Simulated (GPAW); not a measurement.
# Na/Rh(110): work function by functional and basis, part 3 of 3

How far do functional and basis move the work function of Na/Rh(110)?

GPAW 26.7.0; GPAW, PAW setups; slab in vacuum, relaxation (the session's first sound run).

So far, upper work function (eV): step 2 (relaxing the atoms, PBE, GPAW) 2.64; step 6 (self-consistent run: xc = "revPBE") 2.57; step 7 (self-consistent run: xc = "LDA") 2.76; step 8 (self-consistent run: xc = "RPBE") 2.57; step 9 (real-space grid: mode = "fd", PBE, GPAW) 2.64.

**10. Atomic orbitals: mode = "lcao"**

Atom-centred orbitals end a few angstrom from the surface, which tests how much the density's tail matters.

run.py reads:

```python
import json
import numpy as np
from ase import Atoms
from gpaw import GPAW

slab = Atoms(
    ['Rh', 'Rh', 'Rh', 'Rh', 'Rh', 'Na'],
    positions=[
        [0.00000, 0.00000, 8.00000],
        [1.90000, 1.34350, 9.34350],
        [0.00000, 0.00000, 10.68701],
        [1.90000, 1.34350, 12.14380],
        [0.00000, -0.00000, 13.36855],
        [1.90000, 1.34350, 15.28575]],
    cell=[[3.8, 0.0, 0.0], [0.0, 2.68701, 0.0], [0.0, 0.0, 23.61984]],
    pbc=[True, True, False])

slab.calc = GPAW(mode='lcao', basis='dzp', h=0.18, xc='PBE', kpts={'size': (8, 12, 1), 'gamma': True},
                 occupations={'name': 'fermi-dirac', 'width': 0.1}, nbands='120%',
                 convergence={'density': 1e-05}, maxiter=200,
                 poissonsolver={'dipolelayer': 'xy'},
                 symmetry={'tolerance': 1e-3}, txt='slab.txt')
result = {}
energy = slab.get_potential_energy()
fermi = slab.calc.get_fermi_level()
v = slab.calc.get_electrostatic_potential().mean((0, 1)) - fermi
n = slab.calc.get_pseudo_density().mean((0, 1))
L = slab.cell[2, 2]
z = np.arange(len(v)) * L / len(v)
low, high = slab.positions[:, 2].min(), slab.positions[:, 2].max()
below, above = np.interp([low - 5.8, high + 5.8], z, v)
slopes = [np.interp(x, z, np.gradient(v, z)) for x in (low - 5.8, high + 5.8)]
eps = np.array([[slab.calc.get_eigenvalues(k, s) for k in range(len(slab.calc.get_ibz_k_points()))]
                for s in range(slab.calc.get_number_of_spins())]) - fermi
top, bottom = eps[eps < 0].max(), eps[eps > 0].min()
dipole = slab.get_dipole_moment()[2]
print(f'energy {energy:.4f} eV, Fermi level {fermi:.4f} eV, dipole {dipole:.5f} e A')
print(f'potential 5.8 A off the faces, from the Fermi level: lower {below:.4f} eV, upper {above:.4f} eV')
print(f'slope of the potential there: lower {slopes[0]:.5f}, upper {slopes[1]:.5f} eV/A')
print(f'nearest levels on the mesh: {top:.4f} and {bottom:.4f} eV')
print('magnetic moment', round(slab.get_magnetic_moment(), 3))
result.update(energy=energy, fermi=fermi, dipole=dipole, below=below, above=above, slopes=slopes, edges=[top, bottom],
              z=z.tolist(), v=v.tolist(), n=n.tolist(), positions=slab.positions.tolist(),
              forces=slab.get_forces(apply_constraint=False).tolist(), moments=slab.get_magnetic_moments().tolist())
json.dump(result, open('result.json', 'w'))
```

Run with:

```console
$ OMP_NUM_THREADS=1 OPENBLAS_NUM_THREADS=1 python run.py
```

Output:

```text
energy -33.6977 eV, Fermi level -3.6968 eV, dipole 0.11588 e A
potential 5.8 A off the faces, from the Fermi level: lower 4.7237 eV, upper 2.6699 eV
slope of the potential there: lower -0.00002, upper 0.00039 eV/A
nearest levels on the mesh: -0.0016 and 0.0033 eV
magnetic moment 0.0
```

Run time: 53 min. Hardware: 1 thread of Arm Neoverse V2, shared host; peak memory 0.59 GiB.

Numbers from this step:

* dipole along the normal: 0.1159 e·Å
* levels nearest the Fermi level on the mesh: -0.001590, 0.003319 eV from the Fermi level
* upper work function: 2.670 eV
* lower work function: 4.724 eV

The upper face's work function is 2.670 eV, against 2.645 eV in the first plane-wave PBE run at this geometry.

**11. Cost and result by level**

Times are for 1 thread of Arm Neoverse V2, shared host. Results by setting:

| no. | run | upper work function (eV) | lower work function (eV) | time | memory (GiB) |
| --- | --- | --- | --- | --- | --- |
| 1 | pw | 2.645 | 4.715 | 5.8 min | 0.38 |
| 2 | vdW DF2 | 2.908 | 5.130 | 6.4 min | 0.53 |
| 3 | optPBE vdW | 2.802 | 4.919 | 6.3 min | 0.52 |
| 4 | revPBE | 2.569 | 4.557 | 6.1 min | 0.38 |
| 5 | LDA | 2.757 | 5.093 | 6 min | 0.38 |
| 6 | RPBE | 2.574 | 4.537 | 6.1 min | 0.38 |
| 7 | fd | 2.643 | 4.715 | 35 min | 2.2 |
| 8 | lcao | 2.670 | 4.724 | 53 min | 0.59 |

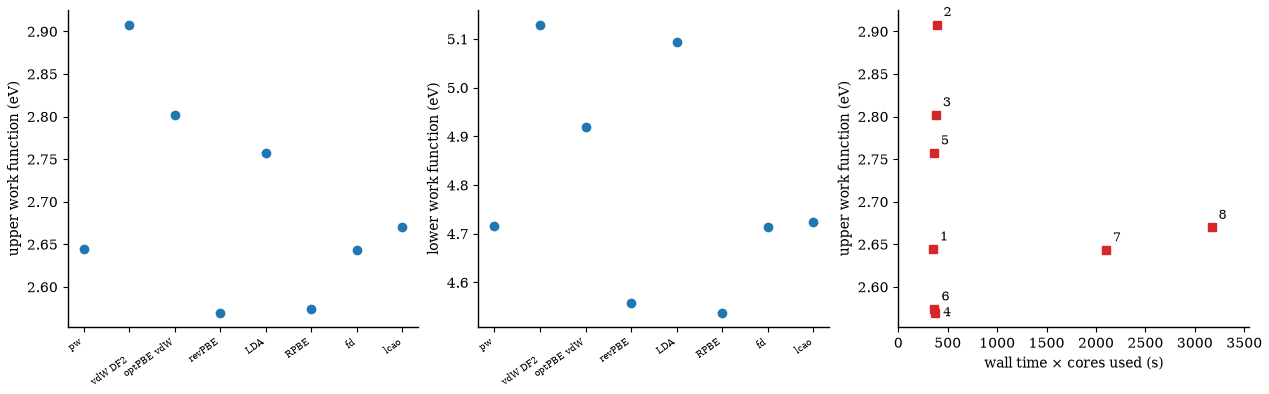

The series as plots; the last panel sets the first result against cost, with the runs numbered as in the table.

**12. Side by side**

Results and costs are gathered.

This step: comparison of work functions, dipole and cost (GPAW 26.7.0).

Ladder, by row:

| step | code | work function, upper (eV) | work function, lower (eV) | dipole (e Å) | wall time (s) | peak memory (GiB) | threads |
| --- | --- | --- | --- | --- | --- | --- | --- |
| pw | GPAW | 2.645 | 4.715 | 0.1169 | 350.9 | 0.38 | 1 |
| vdW-DF2 | GPAW | 2.908 | 5.13 | 0.1254 | 386.8 | 0.53 | 1 |
| optPBE-vdW | GPAW | 2.802 | 4.919 | 0.1194 | 379.7 | 0.52 | 1 |
| revPBE | GPAW | 2.569 | 4.557 | 0.1122 | 367.5 | 0.38 | 1 |
| LDA | GPAW | 2.757 | 5.093 | 0.1318 | 360.2 | 0.38 | 1 |
| RPBE | GPAW | 2.574 | 4.537 | 0.1108 | 365.1 | 0.38 | 1 |
| fd | GPAW | 2.643 | 4.715 | 0.1168 | 2100 | 2.24 | 1 |
| lcao | GPAW | 2.67 | 4.724 | 0.1159 | 3169 | 0.59 | 1 |

**13. A changed run**

One more run, with changed settings.

This step: GPAW, PAW setups; slab in vacuum (GPAW 26.7.0).

Changes to run.py since step 10:

```diff
@@ -3,3 +3,3 @@
 from ase import Atoms
-from gpaw import GPAW
+from gpaw import GPAW, PW
 
@@ -17,5 +17,5 @@
 
-slab.calc = GPAW(mode='lcao', basis='dzp', h=0.18, xc='PBE', kpts={'size': (8, 12, 1), 'gamma': True},
-                 occupations={'name': 'fermi-dirac', 'width': 0.1}, nbands='120%',
-                 convergence={'density': 1e-05}, maxiter=200,
+slab.calc = GPAW(mode=PW(400), xc='PBE', kpts={'size': (8, 12, 1), 'gamma': True},
+                 occupations={'name': 'fermi-dirac', 'width': 0.1}, nbands='160%',
+                 convergence={'density': 1e-05}, maxiter=100,
                  poissonsolver={'dipolelayer': 'xy'},
@@ -30,4 +30,4 @@
 low, high = slab.positions[:, 2].min(), slab.positions[:, 2].max()
-below, above = np.interp([low - 5.8, high + 5.8], z, v)
-slopes = [np.interp(x, z, np.gradient(v, z)) for x in (low - 5.8, high + 5.8)]
+below, above = np.interp([low - 1.0, high + 1.0], z, v)
+slopes = [np.interp(x, z, np.gradient(v, z)) for x in (low - 1.0, high + 1.0)]
 eps = np.array([[slab.calc.get_eigenvalues(k, s) for k in range(len(slab.calc.get_ibz_k_points()))]
@@ -37,3 +37,3 @@
 print(f'energy {energy:.4f} eV, Fermi level {fermi:.4f} eV, dipole {dipole:.5f} e A')
-print(f'potential 5.8 A off the faces, from the Fermi level: lower {below:.4f} eV, upper {above:.4f} eV')
+print(f'potential 1.0 A off the faces, from the Fermi level: lower {below:.4f} eV, upper {above:.4f} eV')
 print(f'slope of the potential there: lower {slopes[0]:.5f}, upper {slopes[1]:.5f} eV/A')
```

Output:

```text
energy -35.3443 eV, Fermi level 1.2038 eV, dipole 0.11686 e A
potential 1.0 A off the faces, from the Fermi level: lower 1.9503 eV, upper 0.5393 eV
slope of the potential there: lower -7.52998, upper 3.15271 eV/A
nearest levels on the mesh: -0.0032 and 0.0005 eV
magnetic moment 0.0
```

It took 5.9 min on 1 thread; peak memory 0.38 GiB.

The run finished. A setting was moved off its sound value on purpose, so it serves as a test and not as the result.

The fault put into the input: the potential probed 1 A off the face (probe = 1.0).

**14. Results**

- work function, upper and lower face: 2.645 and 4.715 eV
- dipole along the normal: 0.117 e Å

With plane waves and PBE the work function is 2.64 eV on the upper face and 4.72 eV on the lower. The two faces differ by 2.1 eV, the step that the slab's dipole makes (e p/(ε0 A) gives 2.1 eV), so the dipole layer is needed. Over the sound runs of the table the upper face's work function spans 2.569 (revPBE) to 2.908 eV (vdW-DF2). The cell of 10.2 Å² holds one Na, started on one chosen site; other sites and coverages weren't tried. The in-plane lattice was kept as typed, which isn't the functional's own and leaves some strain; spin-orbit coupling and temperature are left out.

[Logs are printed without paths, hosts, clocks, repeated set-up lines and the standing remarks that a program may print on its own settings, such as how far it seeks lower states.]

[Hosts, paths, dates, database ids (printed as entryN), source tags and the programs' standing remarks are cut or masked in the printed files.]
